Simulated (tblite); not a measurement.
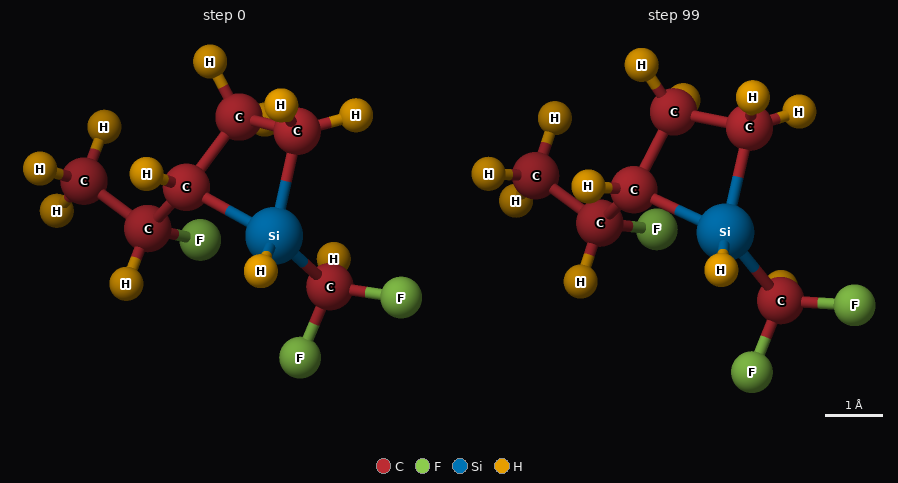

The structure of C$_{6}$H$_{11}$F$_{3}$Si before (left) and after (right) a relaxation, at one scale.

A ball-and-stick model, seen from a free direction.

All numbers below come from GFN2-xTB geometry optimisation, gas phase in tblite. 

### Describe what moved and what it gained.

The energy falls by 51.3 kJ/mol in 99 geometry steps. The largest moves after the best rigid fit, 0.65 Å, are those of H atoms. Largest moves by element: H 0.65 Å, F 0.50 Å, C 0.34 Å, Si 0.09 Å. Among the contacts that change: C–Si 1.811 → 1.938 Å, C–F 1.358 → 1.391 Å, C–C 1.580 → 1.548 Å, H–Si 1.492 → 1.462 Å. Bond angles that change, for instance: C–Si–H 119.3° → 106.3°, C–Si–H 113.7° → 122.3°, C–C–H 112.0° → 107.2°. The run took 1.5 s on 1 thread of Arm Neoverse N1, on a shared host.
